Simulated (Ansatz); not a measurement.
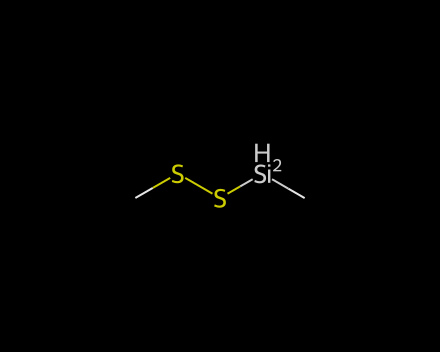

The computed structure is the end point of a PBE0-D4/def2-TZVP optimisation. Program: Ansatz 0.2.0.

Compare HOMO energy (eV), dipole (D) at these levels: B3LYP-D4/def2-TZVPP; PBE-D4/def2-TZVPP; r2SCAN-D4/def2-TZVPP; ωB97M-V/def2-TZVPP.

```tsv
level	HOMO energy (eV)	dipole (D)
B3LYP-D4/def2-TZVPP	−6.44	1.52
PBE-D4/def2-TZVPP	−5.49	1.49
r2SCAN-D4/def2-TZVPP	−5.72	1.59
ωB97M-V/def2-TZVPP	−8.81	1.53
```
